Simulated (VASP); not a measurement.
Data:

```
Dy
1.0
    1.78759    -3.09620     0.00000
    1.78759     3.09620     0.00000
    0.00000     0.00000     5.52996
Dy
2
Direct
  0.33333   0.66667   0.25000
  0.66667   0.33333   0.75000
```

Level of theory: rev-vdW-DF2, VASP's PBE PAW potentials (set 64) (plane waves; VASP). Numerical set-up: 520 eV cut-off, 13×13×8 Γ-centred mesh, tetrahedra with Blöchl corrections, potentials Dy_3.

The 4f electrons are frozen in the core of the lanthanide potential, so 4f levels, which can set the real gap, and their magnetism are missing.

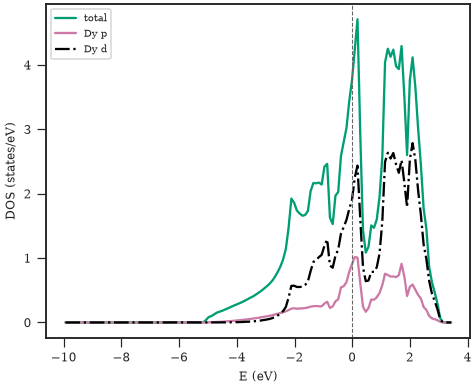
Fig. 1. Total and projected density of states, zero at the Fermi level

Within 2 eV below the Fermi level the largest weight inside VASP's projection spheres is Dy d, then Dy p.

It has no gap at this level: it comes out as a metal or semimetal.

The compound is Dy in the hcp structure. It was relaxed first.
